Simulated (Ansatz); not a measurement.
```sh
ansatz run in.yaml --threads 2 --pin off --events-out ev --progress --plain --max-ram 4352MiB
```

```yaml
crystal:
  periodic: [false, false, false]
  atoms:
    - {symbol: C, position_ang: [-0.127656, -0.854505, 0.663258]}
    - {symbol: Si, position_ang: [1.385251, -0.276113, 1.314970]}
    - {symbol: Si, position_ang: [-0.097368, 0.444590, -0.471372]}
    - {symbol: H, position_ang: [-1.160238, 0.686028, -1.506867]}
basis:
  gaussian: {orbitals: def2-TZVPP}
magnetization: {spin_polarized: true, initial_magnetization: 1}
hamiltonian: {xc: pbe, dispersion: d4}
```

Work out the structure from the coordinates.

It has 4 atoms: 1 carbon, 1 hydrogen and 2 silicon (CHSi₂). SMILES: `C1=[Si][SiH]=1`. Among its groups: Si–H bond. The point group is Cs. It is an open-shell species. All atoms lie on one plane.

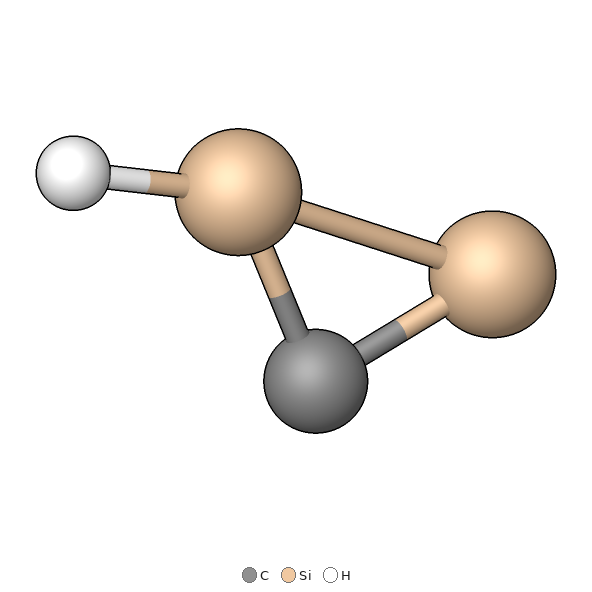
